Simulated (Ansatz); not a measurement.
# ZnNi3C (Pm-3m): phonons and vibrational spectra, part 2 of 2

Task: relax ZnNi3C (Pm-3m), then find its harmonic phonons.

Ansatz 0.2.0; DFT PBEsol, scalar-relativistic, plane waves, PAW; PAW set soft_1.

So far. Step 3 (Tight relaxation): The forces vanish by symmetry and the pressure is -0.007 GPa, within the tolerances set. The cell now holds 10.29 Å³/atom. The relaxed cell has a = 3.720 Å (conventional setting).

### Step 4. Linear response at the zone centre

The zone centre comes first: it holds the modes that light can see, as far as symmetry allows. No field response is asked, since the mesh shows no gap.

File input.yaml:

```yaml
crystal:
  lattice:
    - [3.7198786686, 0.0, 0.0]
    - [0.0, 3.7198786686, 0.0]
    - [0.0, 0.0, 3.7198786686]
  atoms:
    - { symbol: Zn, position: [0.0, 0.0, 0.0] }
    - { symbol: Ni, position: [0.0, 0.5, 0.5] }
    - { symbol: Ni, position: [0.5, 0.5, 0.0] }
    - { symbol: Ni, position: [0.5, 0.0, 0.5] }
    - { symbol: C, position: [0.5, 0.5, 0.5] }
kpoints:
  mp_grid: { grid: [12, 12, 12] }
hamiltonian:
  xc: pbesol
  pseudopotentials: { kind: paw, azcp: { folder: soft_1 }, xc_functional: pbe }
scf:
  occupations: { method: methfessel_paxton, width: 0.2 }
output:
  eigenvalues: true
phonons:
  method: dfpt
```

On the command line:

```
ansatz run input.yaml --threads 4 --pin off --max-ram 10240MiB --backend cpu --events-out ev --progress --plain --runs-dir out
```

Numbers of over 12 decimals in the logs are rounded to 6 here.

Output:

```text
zone centre: on kpoints.mp_grid the ground state, and the responses unless they are solved on pairs of k-points, stand on 343 of the mesh's 1728 k-points, reduced under 8 symmetry operations, with k and −k counted as one. Each operation leaves every solved displacement unchanged or reverses it
[...]
Crystal: 5 atoms, lattice volume = 51.474 Å³
Basis set: ecut = 420 eV, 1021 PW (Γ), exchange–correlation on 50×50×50 points (8 copies of the dense FFT grid, shifted against one another)
Bands: 42, of which v1, the nominal top of the filled ones, is band 35 counted from 1 (34 counted from 0)
Symmetry: 48 space group operations
k-points: 343 of 1728 (irreducible under 8 space group operations)
[...]
SCF iter   1: F=—  HF=-20944.022380 eV  |F-HF|=—  |Δ(HF+E_count)|=         —  Δρ=7.30e-2  dr2=3.40e0  ethr=3.10e-3  ⟨swp⟩=5.5  Hψ=53906  notcnv=0
[...]
SCF iter  14: F=-20943.012777 eV  HF=-20943.012777 eV  |F-HF|=7.28e-12  |Δ(HF+E_count)|=  7.28e-12  S|Δr|=    0.00e0  Δρ=8.26e-8  dr2=2.95e-12  ethr=1.00e-12  ⟨swp⟩=12.3  Hψ=80402  notcnv=0
SCF 1 converged in 14 iterations: F = -20943.012777 eV  dr2 = 2.95e-12
[...]
DFPT response loops at Γ: preconditioner auto → Kerker (q_TF=auto, 2.872 Å⁻¹) (partly filled bands, converged f_vac=0.000); β = 1.00, the filter's whole step (`scf.mixing.beta` (0.50) is not read by the response loops under this deck's `scf.mixing.preconditioner`; to damp them name `kerker` or `kerker_dos`, under which they read `scf.mixing.beta`, and type it under 1.00, their step now; both keys bind the ground state too); Broyden in place of MSR1
SCF converged after 14 iterations
[...]
Free energy (F): -20943.012777 eV
[...]
Internal energy: -20943.003201 eV  (E = F + TS)
E sigma→0 (E₀):  -20943.010383 eV
Entropy (-TS):   -0.009576 eV (-1.915 meV/atom)
Fermi energy:    16.026073 eV
[...]
--- Band table (eV; the first three rows and the last of 343) ---
  k-point 0: bands = [... 31 lower, 14.7342, 15.2465, 15.2465, 15.2465, 15.5580, 18.9392, 20.6657, 20.6657, ... 3 higher]
  k-point 1: bands = [... 31 lower, 14.7248, 15.2465, 15.2965, 15.2965, 15.5319, 18.9514, 20.3888, 20.7230, ... 3 higher]
  k-point 2: bands = [... 31 lower, 14.6990, 15.2467, 15.4506, 15.4506, 15.4548, 18.9961, 20.0049, 20.8723, ... 3 higher]
  k-point 342: bands = [... 31 lower, 14.9814, 14.9814, 15.3194, 15.3194, 15.3194, 17.6194, 17.6194, 17.6194, ... 3 higher]
--- Phonons (Γ-DFPT): 4 representative perturbations + reference, on 343 of 1728 k-points (Σ response iterations 15) ---
  k mesh reduced under 8 symmetry operations, with k and −k counted as one. Each operation leaves every solved displacement unchanged or reverses it
  ASR residual: 2.401e-5 → 0.000e0 eV/Å²; symmetrization residual: 1.830e-6 eV/Å²
  ASR residual per site (eV/Å²): 2.33e-6 2.40e-5 2.40e-5 2.40e-5 2.48e-6
  Γ frequencies (cm⁻¹): 0.00 0.00 0.00 147.85 147.85 147.85 158.01 158.01 158.01 184.60 184.60 184.60 633.88 633.88 633.88
  non-analytic LO–TO correction: not included (Born effective charges unavailable; polar crystals: no LO–TO splitting at Γ)
```

Run time: 91 s. Hardware: 4 threads of Intel Xeon Platinum 8375C at 2.90GHz (Ice Lake), shared host; peak memory 2.7 GiB.

This step gave:

```yaml
sum_rule_residual_before_enforcement: 2.40e-5 eV/Å²
point_group: m-3m
highest_optical_mode_at_the_zone_centre_no_lo_to_term: 633.9 cm⁻¹
lowest_optical_zone_centre_mode: 147.8 cm⁻¹
```

Patterns of degenerate modes are one choice out of their space. The modes at Γ (shares of kinetic energy by element, %):

```tsv
mode	frequency (cm⁻¹)	symmetry	Zn %	Ni %	C %
1	0.0	acoustic	26	69	5
2	0.0	acoustic	26	69	5
3	0.0	acoustic	26	69	5
4	147.8	T1u	47	43	10
5	147.8	T1u	47	43	10
6	147.8	T1u	47	43	10
7	158.0	T2u	0	100	0
8	158.0	T2u	0	100	0
9	158.0	T2u	0	100	0
10	184.6	T1u	27	67	6
11	184.6	T1u	27	67	6
12	184.6	T1u	27	67	6
13	633.9	T1u	0	21	79
14	633.9	T1u	0	21	79
15	633.9	T1u	0	21	79
```

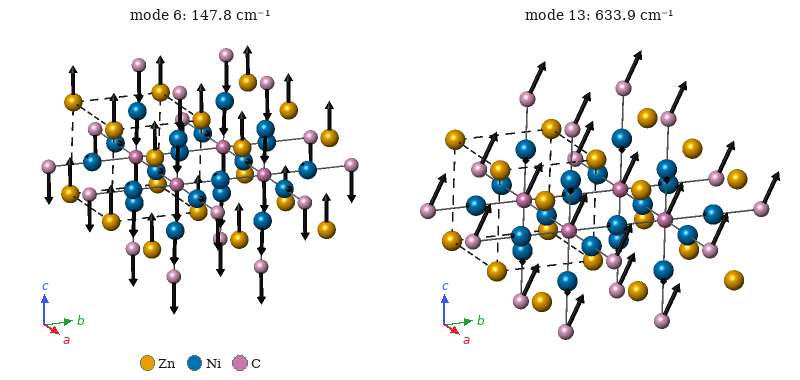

Displacement patterns of modes 6 and 13 at Γ; arrows are exaggerated. 2×2×1 cells are drawn. Some periodic images of atoms are drawn too.

Before it was imposed, the acoustic sum rule was missed by 2.4e-5 eV/Å². Small misses are needed for a sound result but don't prove that mesh and cutoff are converged. The lowest optical mode is real, 148 cm⁻¹.

### Step 5. Phonons on a q mesh

Stability and thermal properties need the whole zone. Linear response on a 2×2×2 q mesh gives force constants as far as a supercell of that size would.

input.yaml: that of step 4 with these lines changed.

```diff
@@ -22 +22,8 @@
   method: dfpt
+  qmesh: [2, 2, 2]
+  temperatures: { t_max: 1000, t_step: 50 }
+  qpath:
+    path:
+      - [[0.0, 0.0, 0.0], [0.0, 0.5, 0.0], [0.5, 0.5, 0.0], [0.0, 0.0, 0.0], [0.5, 0.5, 0.5], [0.0, 0.5, 0.0]]
+      - [[0.5, 0.5, 0.5], [0.5, 0.5, 0.0]]
+    npoints: 10
```

Output:

```text
[...]
Crystal: 5 atoms, lattice volume = 51.474 Å³
Basis set: ecut = 420 eV, 1021 PW (Γ), exchange–correlation on 50×50×50 points (8 copies of the dense FFT grid, shifted against one another)
Bands: 42, of which v1, the nominal top of the filled ones, is band 35 counted from 1 (34 counted from 0)
Symmetry: 48 space group operations
k-points: 84 of 1728
[...]
SCF iter   1: F=—  HF=-20944.022438 eV  |F-HF|=—  |Δ(HF+E_count)|=         —  Δρ=7.30e-2  dr2=3.40e0  ethr=3.10e-3  ⟨swp⟩=5.6  Hψ=13306  notcnv=0
[...]
SCF iter  14: F=-20943.012777 eV  HF=-20943.012777 eV  |F-HF|=7.28e-12  |Δ(HF+E_count)|=  1.46e-11  S|Δr|=    0.00e0  Δρ=8.25e-8  dr2=2.96e-12  ethr=1.00e-12  ⟨swp⟩=12.3  Hψ=19737  notcnv=0
SCF 1 converged in 14 iterations: F = -20943.012777 eV  dr2 = 2.96e-12
[...]
SCF iter  10: F=-20943.012777 eV  HF=-20943.012777 eV  |F-HF|=7.28e-12  |Δ(HF+E_count)|=  7.28e-12  S|Δr|=    0.00e0  Δρ=6.17e-8  dr2=1.50e-12  ethr=1.00e-12  ⟨swp⟩=2.1  Hψ=6057  notcnv=0
SCF 2 converged in 10 iterations: F = -20943.012777 eV  dr2 = 1.50e-12
[...]
phonons: the bands overlap, so this run is a metal and interpolates without the dipole-dipole term. If the crystal is really an insulator or semiconductor, its LO-TO splitting is missing
NSCF: frozen V_eff on 84 k-points
[...]
DFPT response loops at q = (0, 0, 0) (fractional): preconditioner auto → Kerker (q_TF=auto, 2.872 Å⁻¹) (partly filled bands, converged f_vac=0.000); β = 1.00, the filter's whole step (`scf.mixing.beta` (0.50) is not read by the response loops under this deck's `scf.mixing.preconditioner`; to damp them name `kerker` or `kerker_dos`, under which they read `scf.mixing.beta`, and type it under 1.00, their step now; both keys bind the ground state too); Broyden in place of MSR1
[...]
SCF converged after 14 iterations
[...]
Free energy (F): -20943.012777 eV
[...]
Internal energy: -20943.003201 eV  (E = F + TS)
E sigma→0 (E₀):  -20943.010383 eV
Entropy (-TS):   -0.009576 eV (-1.915 meV/atom)
Fermi energy:    16.026073 eV
[...]
--- Band table (eV; the first three rows and the last of 84) ---
  k-point 0: bands = [... 31 lower, 14.7342, 15.2465, 15.2465, 15.2465, 15.5580, 18.9392, 20.6657, 20.6657, ... 3 higher]
  k-point 1: bands = [... 31 lower, 14.7248, 15.2465, 15.2965, 15.2965, 15.5319, 18.9514, 20.3888, 20.7230, ... 3 higher]
  k-point 2: bands = [... 31 lower, 14.6990, 15.2467, 15.4506, 15.4506, 15.4548, 18.9961, 20.0049, 20.8723, ... 3 higher]
  k-point 83: bands = [... 31 lower, 14.9814, 14.9814, 15.3194, 15.3194, 15.3194, 17.6194, 17.6194, 17.6194, ... 3 higher]
--- Phonons (Γ-DFPT): 4 representative perturbations + reference (Σ response iterations 15) ---
  ASR residual: 2.352e-5 → 0.000e0 eV/Å²; symmetrization residual: 1.871e-6 eV/Å²
  ASR residual per site (eV/Å²): 2.06e-6 2.35e-5 2.35e-5 2.35e-5 3.16e-6
[...]
--- Phonons (arbitrary-q DFPT): 4 irreducible q on the 2×2×2 mesh ---
  q = [0.0000, 0.0000, 0.0000] (star 1, of the zone-centre solve; hermiticity 1.80e-7, symmetrization 1.68e-12): -0.00 0.00 0.00 147.85 147.85 147.85 158.01 158.01 158.01 184.60 184.60 184.60 633.88 633.88 633.88
  q = [0.0000, 0.0000, -0.5000] (star 3, 9 solved perturbations in 2646 linear systems a pass and spin channel, the states on 343 of 1728 k-point pairs; hermiticity 6.41e-8, symmetrization 8.80e-12): -48.38 -48.38 42.39 109.96 109.96 114.32 151.76 151.76 153.09 179.42 179.42 311.84 632.45 632.45 727.58
[...]
sum rule: each row above includes the acoustic sum rule's correction from the zone centre's row sums; it moved no ω² by more than (0.33 cm⁻¹)²
  mesh force constants: q→R imaginary residual 2.88e-18; ASR residual 2.352e-5 → 0.000e0 eV/Å²; symmetrization residual 2.487e-14 eV/Å²
  interpolated dispersion: 62 rows × 15 modes
  density of states and harmonic sums: on the 18×18×18 q-mesh, interpolated from the force constants of a 2×2×2 supercell (no non-analytic term)
  largest difference from the sums on the solved wave vectors: F 1.14e-1 eV, S 1.87e-4 and C_V 7.32e-5 eV/K
  zero-point energy: 0.231725 eV/cell   skipped modes (ω ≤ 0): 71, of them read as no rigid motion or as one in doubt: 68 (2.747e-1 modes/cell left out, lowest -48.38 cm⁻¹)   left out of the sums: 1.83e-2 of the cell's modes: C_V's classical limit lies that fraction below 3 k_B per atom; for a crystal, a wire or a layer, F and S can be off by more, and a phonons.interpolated_qmesh denser along its periods is the remedy for the sampling
```

It took 6.4 min on 4 threads; peak memory 2.3 GiB.

Numbers from this step:

```yaml
sum_rule_residual_before_enforcement: 2.35e-5 eV/Å²
lowest_frequency_on_the_path: -48.38 cm⁻¹
highest_frequency_on_the_path_or_at_a_solved_wavevector: 750.8 cm⁻¹
lowest_mode_on_the_q_mesh_acoustic_modes_at_gamma_apart: -48.38 cm⁻¹
```

Frequencies (cm⁻¹) solved at each irreducible wavevector; negative means imaginary. Frequencies by wavevector, by row:

```tsv
q in reciprocal lattice units	star	mode 1	mode 2	mode 3	mode 4	mode 13	mode 14	mode 15
0 0 0	1	0	0	0	147.8	633.9	633.9	633.9
0 0 -0.5	3	-48.4	-48.4	42.4	110	632.5	632.5	727.6
0 -0.5 -0.5	3	37.8	37.8	55.6	73.7	627.4	741.9	741.9
-0.5 -0.5 -0.5	1	6.4	6.4	6.4	101.3	750.8	750.8	750.8
```

Interpolated from a 2×2×2 q mesh, rough between the solved points. The phonon branches at the labelled points (cm⁻¹):

```tsv
point	branch 1	branch 2	branch 3	branch 4	branch 12	branch 13	branch 14	branch 15
Γ	0	0	0	148	185	634	634	634
X	-48	-48	42	110	312	632	632	728
M	38	38	56	74	360	627	742	742
Γ	0	0	0	148	185	634	634	634
R	6	6	6	101	403	751	751	751
X	-48	-48	42	110	312	632	632	728
jump to R	6	6	6	101	403	751	751	751
M	38	38	56	74	360	627	742	742
```

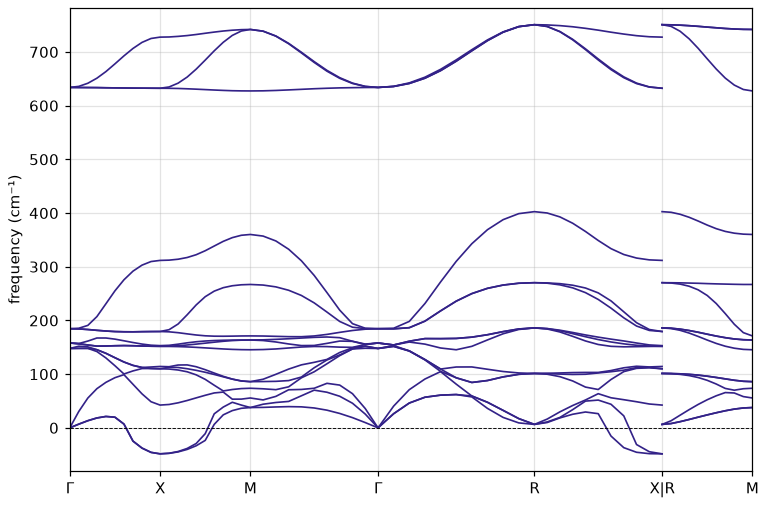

Phonon branches along the path.

The phonon density of states has structure finer than the step of the table below, so its rows give means over 50 cm⁻¹, whole bins alone (the curve runs from -45 to 755 cm⁻¹). Peaks (cm⁻¹: height): 65.0: 0.0557, 95.0: 0.0826, 165.0: 0.125, 635.0: 0.052, 735.0: 0.0346.

Tetrahedra on a 18×18×18 mesh, mean over bins of 10 cm-1. Interpolated from a 2×2×2 q mesh, rough between the solved points. The phonon density of states by wavenumber; means over each step:

```tsv
wavenumber (cm⁻¹)	phonon density of states (1/cm⁻¹/cell)
0	0.00876
50	0.0459
100	0.0560
150	0.0660
200	0.0237
250	0.0198
300	0.00733
350	0.00855
400	0.00125
450	0
500	0
550	0
600	2.5e-4
650	0.0267
700	0.0197
```

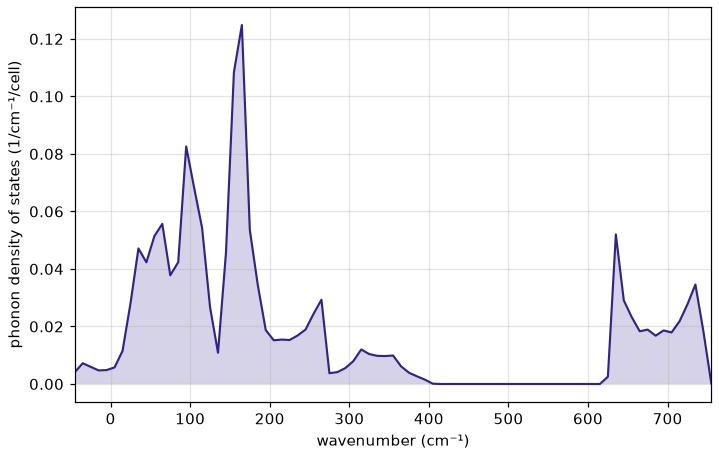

Phonon density of states, plotted against wavenumber.

The partial phonon density of states has structure finer than the step of the table below, so its rows give means over 50 cm⁻¹, whole bins alone (the curve runs from -57.2 to 782 cm⁻¹). Peaks (cm⁻¹: height): C 180.2: 0.00435, 634.0: 0.0315, 665.6: 0.0231, 692.0: 0.0217, 734.2: 0.0323; Ni 64.2: 0.0505, 101.1: 0.0583, 175.0: 0.0349, 259.4: 0.0255, 634.0: 0.00702; Zn 95.8: 0.0162, 159.1: 0.0812.

Phonopy on the run's constants, 15x15x15 mesh, Gaussian sigma 6.0 cm-1. Interpolated from a 2×2×2 q mesh, rough between the solved points. Partial phonon density of states against wavenumber; means over each step; values in 1/cm⁻¹/cell:

```tsv
wavenumber (cm⁻¹)	C	Ni	Zn
0	4.1e-5	0.00757	8.3e-4
50	1.2e-4	0.0418	0.00395
100	2.0e-4	0.0465	0.00854
150	8.1e-4	0.0220	0.0427
200	0.00244	0.0183	0.00359
250	9.8e-4	0.0189	9.3e-6
300	3.2e-4	0.00727	5.2e-6
350	2.2e-4	0.00829	3.2e-6
400	1.8e-5	0.00130	0
450	0	0	0
500	0	0	0
550	0	0	0
600	1.0e-3	2.2e-4	0
650	0.0221	0.00393	5.2e-6
700	0.0184	9.0e-4	6.2e-6
750	0.0134	8.9e-5	4.5e-6
```

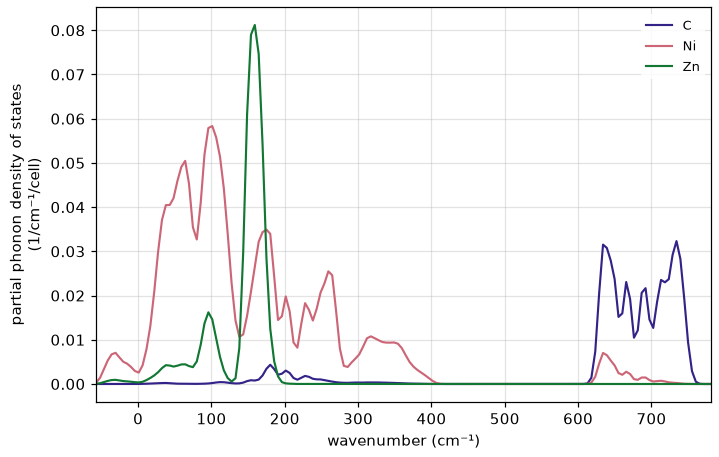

Partial phonon density of states, plotted against wavenumber.

Symmetry leaves 4 wavevectors to solve. The lowest mode among them, the acoustic zeros apart, lies at q = (0, 0, -0.5) and is imaginary, 48.4i cm⁻¹, so the energy falls along it.

### Step 6. Isotope substitution, element C, natural mass 12.011 amu

An isotope changes the mass and not the force constants, so no new electronic calculation is needed; the shifts show which modes move this element.

The same force constants with the mass of C changed from 12.011 to 13.003 u (phonopy, no LO-TO term). Both lists are sorted by frequency; levels can cross, so a row need not hold one and the same mode. Modes under 3 cm⁻¹ are left out. Isotope shifts, by row, the first 40 of 57 rows:

```tsv
q	rank	natural mass (cm⁻¹)	changed mass (cm⁻¹)
0 0 0	4	147.8	147.2
0 0 0	5	147.8	147.2
0 0 0	6	147.8	147.2
0 0 0	7	158	158
0 0 0	8	158	158
0 0 0	9	158	158
0 0 0	10	184.6	184.2
0 0 0	11	184.6	184.2
0 0 0	12	184.6	184.2
0 0 0	13	633.9	614.4
0 0 0	14	633.9	614.4
0 0 0	15	633.9	614.4
0 0 -0.5	1	-48.38	-48.38
0 0 -0.5	2	-48.38	-48.38
0 0 -0.5	3	42.39	42.39
0 0 -0.5	4	110	109.7
0 0 -0.5	5	110	109.7
0 0 -0.5	6	114.3	114.3
0 0 -0.5	7	151.8	151.8
0 0 -0.5	8	151.8	151.8
0 0 -0.5	9	153.1	153.1
0 0 -0.5	10	179.4	178.5
0 0 -0.5	11	179.4	178.5
0 0 -0.5	12	311.8	311.8
0 0 -0.5	13	632.5	612.6
0 0 -0.5	14	632.5	612.6
0 0 -0.5	15	727.6	699.3
0 -0.5 -0.5	1	37.77	37.77
0 -0.5 -0.5	2	37.77	37.77
0 -0.5 -0.5	3	55.63	55.63
0 -0.5 -0.5	4	73.7	73.7
0 -0.5 -0.5	5	86.01	86.01
0 -0.5 -0.5	6	86.01	86.01
0 -0.5 -0.5	7	145.4	145.4
0 -0.5 -0.5	8	163.6	163.6
0 -0.5 -0.5	9	163.6	163.6
0 -0.5 -0.5	10	171.2	169.9
0 -0.5 -0.5	11	267	267
0 -0.5 -0.5	12	360.1	360.1
0 -0.5 -0.5	13	627.4	607.4
```

A mode of this element alone would shift by -3.89 %. The highest zone-centre frequency without the field goes from 633.9 to 614.4 cm⁻¹ (-3.1 %). The product of the frequency ratios over all optical modes at Γ is 0.893; the product rule, (m/m′)^(3k/2) (M′/M)^(3/2) with k = 1 such atoms and M the mass of the cell, gives 0.893.

### Step 7. Another isotope, element Ni, natural mass 58.6934 amu

The same for Ni, from 58.69 to 63.93 u.

A mode of this element alone would shift by -4.18 %. The highest zone-centre frequency without the field goes from 633.9 to 628.5 cm⁻¹ (-0.8 %). The product of the frequency ratios over all optical modes at Γ is 0.745; the product rule, (m/m′)^(3k/2) (M′/M)^(3/2) with k = 3 such atoms and M the mass of the cell, gives 0.745.

### Step 8. Isotope substitution, element Zn, natural mass 65.38 amu

The same for Zn, from 65.38 to 67.92 u.

A mode of this element alone would shift by -1.89 %. The highest zone-centre frequency without the field goes from 633.9 to 633.9 cm⁻¹ (+0.0 %). The product of the frequency ratios over all optical modes at Γ is 0.959; the product rule, (m/m′)^(3k/2) (M′/M)^(3/2) with k = 1 such atoms and M the mass of the cell, gives 0.959.

### Step 9. What came out

```
space group after relaxation (within 0.01 Å)            : Pm-3m
volume per atom                                         : 10.3 Å³
electronic character                                    : no gap on this mesh
highest optical mode at the zone centre (no LO-TO term) : 634 cm⁻¹
lowest optical zone-centre mode                         : 148 cm⁻¹
lowest mode on the q mesh (acoustic modes at Γ apart)   : -48.4 cm⁻¹
highest frequency on the path or at a solved wavevector : 751 cm⁻¹
imaginary modes on the 2×2×2 q mesh                     : yes
```

**Reading.** Modes are clearly imaginary (beyond 10i cm⁻¹) at 1 of the 4 irreducible wavevectors, most at q = (0, 0, -0.5) (48.4i cm⁻¹), so this structure is not a minimum of the energy. The optical modes at Γ span 148 to 634 cm⁻¹. The highest mode in this list at Γ, 633.9 cm⁻¹, is mostly motion of C (79 % of the kinetic energy). The q mesh stands for a supercell only 7.4 Å across, so branches between the solved wavevectors are rough. With no gap, or one that is small against the smearing, the frequencies hang on the k mesh and the smearing, most of all near Kohn anomalies. The phonon runs are without spin polarisation, although Ni often carries a moment. The PAW files were made for PBE and serve the other functionals too. These are harmonic frequencies at zero temperature: anharmonic shifts, linewidths and thermal expansion are left out.

[Logs are printed without paths, hosts, clocks, repeated set-up lines and the standing remarks that a program may print on its own settings, such as how far it seeks lower states.]

[Hosts, paths, dates, database ids (printed as entryN), source tags and the programs' standing remarks are cut or masked in the printed files.]
